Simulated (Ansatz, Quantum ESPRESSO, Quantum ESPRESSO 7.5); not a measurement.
# Conductance against width: vacuum gaps between two Nb(110) faces

Aim: how the conductance falls as the barrier grows, for vacuum gaps between two Nb(110) faces.

Program: Quantum ESPRESSO 7.5. Level of theory: plane-wave DFT, PBE, GBRV ultrasoft pseudopotentials (cross-check by Ansatz 0.2.0 with PAW datasets). Results are calculated unless marked as measured.

## (1) Starting point

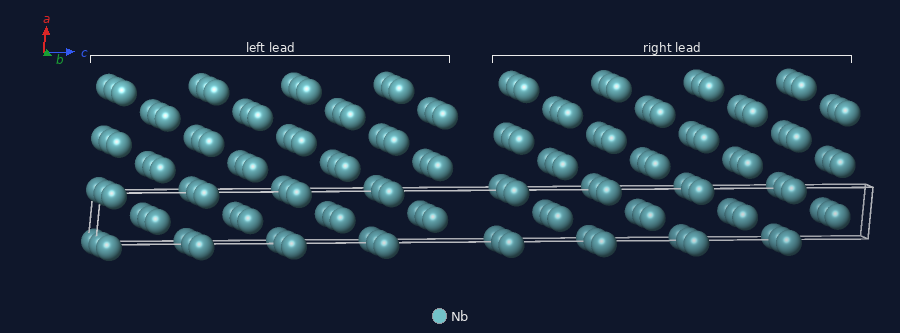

The starting structure, seen from the side, with the c axis across the page (niobium teal). 3×2×1 cells are drawn. Some periodic images of atoms are drawn too.

The cell holds 16 atoms: 16 Nb. Its edges and angles: a = 3.320 Å, b = 2.875 Å, c = 39.214 Å, α = 90.0°, β = 90.0°, γ = 54.7°. It derives from Nb. Regions: left lead, 8 atoms (8 Nb); right lead, 8 atoms (8 Nb). The structure is stacked along c, and the current runs across the ab planes.

## (2) Self-consistent run, 4 Å

One periodic cell holds a stretch of lead, the junction and more lead; the atoms stay as built.

The input, j0.scf.in:

```
&control
  prefix = 'j0.scf'
  outdir = './out'
  pseudo_dir = './pseudo'
  calculation = 'scf'
  tprnfor = .true.
/
&system
  ibrav = 0
  nat = 16
  ntyp = 1
  ecutwfc = 40
  ecutrho = 200
  occupations = 'smearing'
  smearing = 'mv'
  degauss = 0.01
/
&electrons
  conv_thr = 1e-07
  mixing_beta = 0.25
  electron_maxstep = 120
  mixing_mode = 'local-TF'
/
ATOMIC_SPECIES
  Nb  92.9064  nb_pbe_v1.uspp.F.UPF
CELL_PARAMETERS angstrom
  3.32000000000000 0.00000000000000 0.00000000000000
  1.66000000000000 2.34759451353934 0.00000000000000
  0.00000000000000 0.00000000000000 39.21391770309007
ATOMIC_POSITIONS crystal
  Nb  0.000000000000 0.000000000000 0.000000000000
  Nb  0.500000000000 0.000000000000 0.059866359983
  Nb  0.000000000000 0.000000000000 0.119732719965
  Nb  0.500000000000 0.000000000000 0.179599079948
  Nb  0.000000000000 0.000000000000 0.239465439930
  Nb  0.500000000000 0.000000000000 0.299331799913
  Nb  0.000000000000 0.000000000000 0.359198159895
  Nb  0.500000000000 0.000000000000 0.419064519878
  Nb  0.000000000000 0.000000000000 0.521069120140
  Nb  0.500000000000 0.000000000000 0.580935480122
  Nb  0.000000000000 0.000000000000 0.640801840105
  Nb  0.500000000000 0.000000000000 0.700668200087
  Nb  0.000000000000 0.000000000000 0.760534560070
  Nb  0.500000000000 0.000000000000 0.820400920052
  Nb  0.000000000000 0.000000000000 0.880267280035
  Nb  0.500000000000 0.000000000000 0.940133640017
K_POINTS automatic
  9 10 1 0 0 0
```

Command:

```sh
$ OMP_NUM_THREADS=1 mpirun -n 4 pw.x -nk 4 -in j0.scf.in > j0.scf.out
```

What it wrote:

```text
Program PWSCF v.7.5 starts
[citation notice left out]

     Parallel version (MPI & OpenMP), running on       4 processor cores
     Number of MPI processes:                 4
     Threads/MPI process:                     1

     MPI processes distributed on     1 nodes
[...]
Current dimensions of program PWSCF are:
     Max number of different atomic species (ntypx) = 10
     Max number of k-points (npk) =  40000
     Max angular momentum in pseudopotentials (lmaxx) =  4
     Message from routine setup:
     using ibrav=0 with symmetry is DISCOURAGED, use correct ibrav instead

     K-points division:     npool     =       4
     Subspace diagonalization in iterative solution of the eigenvalue problem:
     a serial algorithm will be used

     G-vector sticks info
     --------------------
     sticks:   dense  smooth     PW     G-vecs:    dense   smooth      PW
     Sum         449     345    129                98545    70219   14515

     Using Slab Decomposition

     bravais-lattice index     =            0
     lattice parameter (alat)  =       6.2739  a.u.
     unit-cell volume          =    2062.5192 (a.u.)^3
     number of atoms/cell      =           16
     number of atomic types    =            1
     number of electrons       =       208.00
     number of Kohn-Sham states=          125
     kinetic-energy cutoff     =      40.0000  Ry
     charge density cutoff     =     200.0000  Ry
     scf convergence threshold =      1.0E-07
     mixing beta               =       0.2500
     number of iterations used =            8  local-TF  mixing
     Exchange-correlation= SLA  PW   PBE  PBE
                           (   1   4   3   4   0   0   0)

     celldm(1)=   6.273891  celldm(2)=   0.000000  celldm(3)=   0.000000
     celldm(4)=   0.000000  celldm(5)=   0.000000  celldm(6)=   0.000000

     crystal axes: (cart. coord. in units of alat)
               a(1) = (   1.000000   0.000000   0.000000 )
               a(2) = (   0.500000   0.707107   0.000000 )
               a(3) = (   0.000000   0.000000  11.811421 )

     reciprocal axes: (cart. coord. in units 2 pi/alat)
               b(1) = (  1.000000 -0.707107  0.000000 )
               b(2) = (  0.000000  1.414214  0.000000 )
               b(3) = (  0.000000  0.000000  0.084664 )

     PseudoPot. # 1 for Nb read from file:
     ./pseudo/nb_pbe_v1.uspp.F.UPF
     Pseudo is Ultrasoft + core correction, Zval = 13.0
     Generated by new atomic code, or converted to UPF format
     Using radial grid of  887 points,  6 beta functions with:
                l(1) =   0
                l(2) =   0
                l(3) =   1
                l(4) =   1
                l(5) =   2
                l(6) =   2
     Q(r) pseudized with  6 coefficients,  rinner =    1.000   1.000   1.000
                                                       1.000   1.000

     atomic species   valence    mass     pseudopotential
     Nb               13.00    92.90640     Nb( 1.00)

      4 Sym. Ops. (no inversion) found

   Cartesian axes

     site n.     atom                  positions (alat units)
         1        Nb     tau(   1) = (   0.0000000   0.0000000   0.0000000  )
         2        Nb     tau(   2) = (   0.5000000   0.0000000   0.7071068  )
         3        Nb     tau(   3) = (   0.0000000   0.0000000   1.4142136  )
         4        Nb     tau(   4) = (   0.5000000   0.0000000   2.1213203  )
         5        Nb     tau(   5) = (   0.0000000   0.0000000   2.8284271  )
         6        Nb     tau(   6) = (   0.5000000   0.0000000   3.5355339  )
         7        Nb     tau(   7) = (   0.0000000   0.0000000   4.2426407  )
         8        Nb     tau(   8) = (   0.5000000   0.0000000   4.9497475  )
         9        Nb     tau(   9) = (   0.0000000   0.0000000   6.1545667  )
        10        Nb     tau(  10) = (   0.5000000   0.0000000   6.8616735  )
        11        Nb     tau(  11) = (   0.0000000   0.0000000   7.5687803  )
        12        Nb     tau(  12) = (   0.5000000   0.0000000   8.2758871  )
        13        Nb     tau(  13) = (   0.0000000   0.0000000   8.9829939  )
        14        Nb     tau(  14) = (   0.5000000   0.0000000   9.6901007  )
        15        Nb     tau(  15) = (   0.0000000   0.0000000  10.3972074  )
        16        Nb     tau(  16) = (   0.5000000   0.0000000  11.1043142  )

     number of k points=    46  Marzari-Vanderbilt smearing, width (Ry)=  0.0100
                       cart. coord. in units 2pi/alat
        k(    1) = (   0.0000000   0.0000000   0.0000000), wk =   0.0222222
        k(    2) = (   0.0000000   0.1414214   0.0000000), wk =   0.0444444
        k(    3) = (   0.0000000   0.2828427   0.0000000), wk =   0.0444444
        k(    4) = (   0.0000000   0.4242641   0.0000000), wk =   0.0444444
        k(    5) = (   0.0000000   0.5656854   0.0000000), wk =   0.0444444
        k(    6) = (   0.0000000  -0.7071068   0.0000000), wk =   0.0222222
        k(    7) = (   0.1111111  -0.0785674   0.0000000), wk =   0.0444444
        k(    8) = (   0.1111111   0.0628539   0.0000000), wk =   0.0444444
        k(    9) = (   0.1111111   0.2042753   0.0000000), wk =   0.0444444
        k(   10) = (   0.1111111   0.3456966   0.0000000), wk =   0.0444444
[...]
k(   46) = (   0.4444444  -0.4556910   0.0000000), wk =   0.0444444

     Dense  grid:    98545 G-vectors     FFT dimensions: (  30,  25, 360)

     Smooth grid:    70219 G-vectors     FFT dimensions: (  25,  24, 300)

     Estimated max dynamical RAM per process >     421.87 MB

     Estimated total dynamical RAM >       1.58 GB

     Check: negative core charge=   -0.000002

     Initial potential from superposition of free atoms

     starting charge     207.9563, renormalised to     208.0000
     Starting wfcs are  208 randomized atomic wfcs

     total cpu time spent up to now is       21.5 secs

     per-process dynamical memory:   314.3 Mb

     Self-consistent Calculation

     iteration #  1     ecut=    40.00 Ry     beta= 0.25
     Davidson diagonalization with overlap
     ethr =  1.00E-02,  avg # of iterations =  2.0

     total cpu time spent up to now is       58.5 secs

     total energy              =   -1887.12265430 Ry
     estimated scf accuracy    <      31.21266093 Ry

     iteration #  2     ecut=    40.00 Ry     beta= 0.25
[...]
total energy              =   -1886.89847041 Ry
     estimated scf accuracy    <       6.57765240 Ry

     iteration #  3     ecut=    40.00 Ry     beta= 0.25
[...]
-13.0356 -13.0356 -13.0290 -13.0283 -13.0243 -13.0239 -13.0233 -13.0230
   -13.0193 -13.0186 -13.0044 -13.0044 -12.9803 -12.9681 -12.9636 -12.9307
    11.3423  11.4518  11.5792  11.8454  12.0266  12.4273  12.6145  13.0580
    13.1914  13.4703  13.4954  13.4987  13.5444  13.5459  13.6021  13.6168
    15.4477  15.6009  15.6308  15.6777  15.7574  15.8546  15.9838  16.1242
    16.2872  16.4529  16.5651  16.5652  16.6336  16.6661  16.7321  16.7994
    16.8468  16.8807  16.9554  16.9600  16.9601  17.0261  17.0416  17.0680
    17.0822  17.1028  17.1098  17.1130  17.2297  17.2655  17.2926  17.3627
    17.5151  17.5366  17.5480  17.6010  17.8363  18.1881  18.2839  18.3919
    18.4527  18.5449  18.5701  18.5834  18.6025

          k = 0.0000 0.2828 0.0000 (  8909 PWs)   bands (ev):

   -37.8721 -37.8717 -37.4993 -37.4962 -37.4904 -37.4783 -37.4594 -37.4404
   -37.4173 -37.3962 -37.3752 -37.3515 -37.3319 -37.3128 -37.2999 -37.2940
   -14.1848 -14.1793 -14.0564 -14.0114 -13.9491 -13.8741 -13.7889 -13.7407
   -13.7400 -13.7289 -13.7240 -13.6860 -13.5930 -13.5063 -13.4964 -13.4802
   -13.4588 -13.4432 -13.4316 -13.4102 -13.3962 -13.3957 -13.3919 -13.3916
   -13.3568 -13.3506 -13.3502 -13.3115 -13.2670 -13.2651 -13.2633 -13.2602
   -13.2549 -13.2537 -13.2507 -13.2490 -13.2251 -13.2210 -13.1817 -13.1630
   -13.1443 -13.1104 -13.0924 -13.0854 -13.0726 -13.0211 -12.9656 -12.9328
    12.3394  12.4398  12.5593  12.7981  12.9683  13.3173  13.4898  13.8725
    13.9918  14.0607  14.1144  14.1882  14.2649  14.2851  14.3237  14.3565
    15.4262  15.5817  15.5995  15.6776  15.7170  15.7657  15.8021  16.0399
    16.2752  16.3992  16.4857  16.6144  16.7345  16.7692  16.7768  16.7832
    16.8008  16.8229  16.8306  16.8426  16.8525  16.9079  16.9102  16.9536
    16.9831  17.0477  17.0709  17.1921  17.2094  17.2220  17.2725  17.3192
    17.3358  17.5146  17.6289  17.7079  17.7656  17.7807  17.8340  18.0383
    18.1465  18.2718  18.4340  18.4438  18.4757

          k = 0.0000 0.4243 0.0000 (  8823 PWs)   bands (ev):

   -37.8110 -37.8107 -37.4292 -37.4276 -37.4220 -37.4103 -37.3930 -37.3760
   -37.3551 -37.3363 -37.3173 -37.2956 -37.2779 -37.2604 -37.2487 -37.2436
   -14.1120 -14.1099 -14.0387 -14.0344 -13.9350 -13.9008 -13.8786 -13.8778
   -13.8562 -13.8106 -13.7885 -13.7816 -13.7808 -13.7645 -13.7592 -13.7410
   -13.7372 -13.7193 -13.7191 -13.6434 -13.6264 -13.6036 -13.5896 -13.5889
   -13.5747 -13.5371 -13.5275 -13.5261 -13.5196 -13.5192 -13.4962 -13.4885
   -13.4489 -13.4244 -13.4022 -13.3583 -13.3420 -13.3131 -13.2739 -13.2563
   -13.2386 -13.2125 -13.1990 -13.1699 -13.0911 -13.0195 -12.9662 -12.9356
    13.2073  13.3045  13.4288  13.6467  13.8246  13.9637  14.0283  14.0927
    14.1318  14.2452  14.2892  14.4054  14.4165  14.4292  14.4579  14.4632
    14.5225  14.5340  14.5783  14.5883  14.6139  14.8464  14.9162  15.3055
    15.3312  15.7951  15.8031  15.8670  15.9018  16.0536  16.2839  16.2964
    16.3677  16.5541  16.7081  16.7300  16.8715  16.9076  17.2653  17.6902
    17.7200  17.9162  18.0524  18.0672  18.1110  18.2082  18.3759  18.3783
    18.3891  18.5026  18.5404  18.6011  18.6018  18.6240  18.6248  18.7097
    18.8437  18.8775  18.9483  19.0075  19.0307

          k = 0.0000 0.5657 0.0000 (  8751 PWs)   bands (ev):

   -37.7611 -37.7609 -37.3726 -37.3720 -37.3655 -37.3544 -37.3385 -37.3232
   -37.3041 -37.2873 -37.2700 -37.2499 -37.2338 -37.2176 -37.2069 -37.2024
   -14.3312 -14.3300 -14.0948 -14.0834 -14.0671 -14.0461 -14.0203 -14.0081
   -14.0068 -13.9877 -13.9869 -13.9855 -13.9495 -13.9142 -13.8809 -13.8470
   -13.8346 -13.8204 -13.8152 -13.7593 -13.7532 -13.7503 -13.7417 -13.7307
   -13.7179 -13.7134 -13.6877 -13.6616 -13.6487 -13.6064 -13.5910 -13.5575
   -13.5102 -13.5092 -13.4637 -13.4222 -13.4170 -13.3765 -13.3401 -13.3324
   -13.3131 -13.2991 -13.2461 -13.1616 -13.0859 -13.0174 -12.9668 -12.9379
    13.2727  13.3637  13.4227  13.4659  13.4859  13.5184  13.5359  13.6134
    13.6473  13.6845  13.7448  13.8003  13.8549  13.9164  13.9878  14.0867
    14.0881  14.1864  14.2208  14.2996  14.3142  14.3435  14.5327  14.9023
    15.1829  15.3762  15.4806  15.6409  15.6763  15.8870  15.9734  16.1754
    16.5646  16.5724  16.8388  16.9638  17.4801  17.5010  17.6238  17.9645
    18.0252  18.4977  18.5236  18.5785  18.5962  18.6105  18.8888  18.9120
    18.9806  19.1067  19.1997  19.2080  19.5155  19.7410  19.7750  19.8235
    19.9745  20.0692  20.2035  20.5583  20.6104

          k = 0.0000-0.7071 0.0000 (  8634 PWs)   bands (ev):

   -37.7419 -37.7417 -37.3511 -37.3507 -37.3435 -37.3328 -37.3174 -37.3029
   -37.2845 -37.2684 -37.2518 -37.2323 -37.2168 -37.2012 -37.1909 -37.1866
   -14.4305 -14.4291 -14.2096 -14.1959 -14.1761 -14.1507 -14.1184 -14.0824
   -14.0401 -14.0289 -14.0280 -13.9986 -13.9791 -13.9751 -13.9591 -13.9177
   -13.8815 -13.8497 -13.8264 -13.8132 -13.8030 -13.7917 -13.7851 -13.7609
   -13.7581 -13.7303 -13.7103 -13.6907 -13.6518 -13.6479 -13.5984 -13.5799
   -13.5495 -13.5034 -13.4998 -13.4561 -13.4152 -13.4130 -13.3784 -13.3510
   -13.3368 -13.3249 -13.2404 -13.1577 -13.0836 -13.0165 -12.9670 -12.9388
    13.1743  13.1859  13.1941  13.2491  13.2606  13.2790  13.3412  13.3745
    13.4030  13.4771  13.5549  13.6083  13.6252  13.7092  13.8002  13.8257
    13.9023  13.9549  14.0137  14.0731  14.0973  14.1561  14.4556  14.9068
    15.2237  15.2706  15.3299  15.4929  15.7437  15.8340  16.0371  16.2419
    16.4355  16.8437  16.9025  17.3271  17.3775  17.8793  18.0647  18.2994
    18.4513  18.4806  18.5290  18.5467  18.5740  18.7978  19.0675  19.0975
    19.1103  19.1496  19.3230  19.4713  19.5391  19.7667  19.8212  19.9783
    20.1464  20.4173  20.4678  21.0134  21.1347

[...]
the Fermi energy is    16.7972 ev

!    total energy              =   -1886.80260483 Ry
     estimated scf accuracy    <       0.00000003 Ry
     smearing contrib. (-TS)   =       0.00236412 Ry
     internal energy E=F+TS    =   -1886.80496895 Ry

     The total energy is F=E-TS. E is the sum of the following terms:
     one-electron contribution =    -720.14313615 Ry
     hartree contribution      =     462.36411943 Ry
     xc contribution           =    -294.58379521 Ry
     ewald contribution        =   -1334.44215702 Ry

     convergence has been achieved in  15 iterations

     Forces acting on atoms (cartesian axes, Ry/au):

     atom    1 type  1   force =     0.00000000    0.00000000    0.00025205
     atom    2 type  1   force =     0.00000000    0.00000000    0.00015014
     atom    3 type  1   force =     0.00000000    0.00000000    0.00056932
     atom    4 type  1   force =     0.00000000    0.00000000   -0.00014902
     atom    5 type  1   force =     0.00000000    0.00000000   -0.00018217
     atom    6 type  1   force =     0.00000000    0.00000000    0.00303400
     atom    7 type  1   force =     0.00000000    0.00000000    0.00625989
     atom    8 type  1   force =     0.00000000    0.00000000    0.01387068
     atom    9 type  1   force =     0.00000000    0.00000000   -0.01377833
     atom   10 type  1   force =     0.00000000    0.00000000   -0.00642052
     atom   11 type  1   force =     0.00000000    0.00000000   -0.00286910
     atom   12 type  1   force =     0.00000000    0.00000000    0.00000328
     atom   13 type  1   force =     0.00000000    0.00000000    0.00030744
     atom   14 type  1   force =     0.00000000    0.00000000   -0.00069298
     atom   15 type  1   force =     0.00000000    0.00000000   -0.00007273
     atom   16 type  1   force =     0.00000000    0.00000000   -0.00028197

     Total force =     0.021936     Total SCF correction =     0.000718

[...]
=------------------------------------------------------------------------------=
   JOB DONE.
=------------------------------------------------------------------------------=
```

Run time: 9.6 min. Hardware: 4 MPI ranks of Arm Neoverse V1, shared host; peak memory 1.8 GiB; 38 min of CPU time.

Numbers from this step:

- free energy: -25671.2572 eV
- Fermi energy: 16.80 eV

The run needed 15 iterations to bring the estimated error under 1e-07 Ry; the largest force on any atom, held or free, is 0.36 eV/Å.

(Part 1 of 4 ends here.)

[Logs are printed without paths, hosts, clocks, repeated set-up lines and the standing remarks that a program may print on its own settings, such as how far it seeks lower states.]

[Hosts, paths, dates, database ids (printed as entryN), source tags and the programs' standing remarks are cut or masked in the printed files.]

[Maps of the electrostatic potential energy from Ansatz leave out the sawtooth potential of an applied field or a dipole correction, so their vacuum need not be flat; planar profiles and work functions include it.]
